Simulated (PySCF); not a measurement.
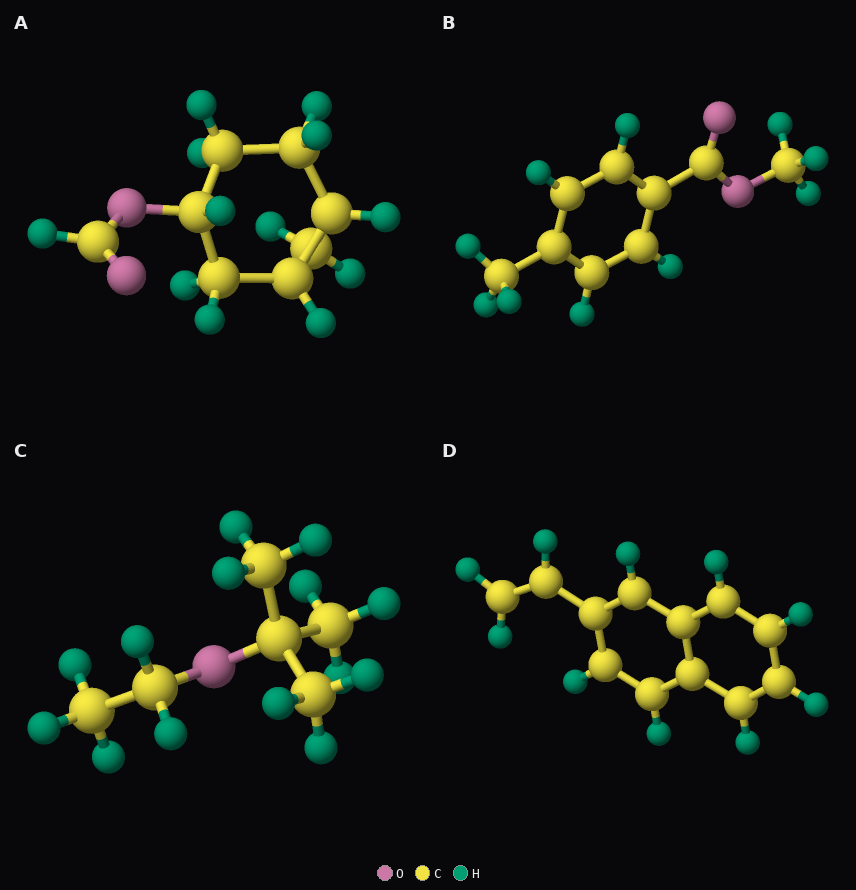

(Drawn from a calculation with PySCF.)

```xyz
22
charge 0, multiplicity 1
O     4.5730   -0.1197   -0.9736
C     4.3618   -0.0149    0.2013
O     3.2150    0.3551    0.7595
C     2.1211    0.6573   -0.1201
C     1.1650    1.5563    0.6354
C     0.0698    2.0538   -0.3013
C    -0.5953    0.9415   -1.0819
C    -1.1314   -0.2774   -0.3983
C     0.1047   -0.3870   -1.2475
C     1.4557   -0.6289   -0.5918
H     5.1096   -0.2112    0.9988
H     2.5272    1.1972   -0.9922
H     0.7426    1.0013    1.4903
H     1.7222    2.4059    1.0586
H    -0.6848    2.6236    0.2661
H     0.5175    2.7637   -1.0183
H    -1.1688    1.2878   -1.9477
H    -2.0624   -0.7141   -0.7685
H    -0.9995   -0.3626    0.6852
H    -0.0268   -0.8771   -2.2164
H     1.3476   -1.2917    0.2834
H     2.1316   -1.1353   -1.2949
```

Question: Which picture belongs to the input above?

Answer: A. The file holds C8H12O2, `O=CO[C@@H]1CC[C@@H]2C[C@@H]2C1`.
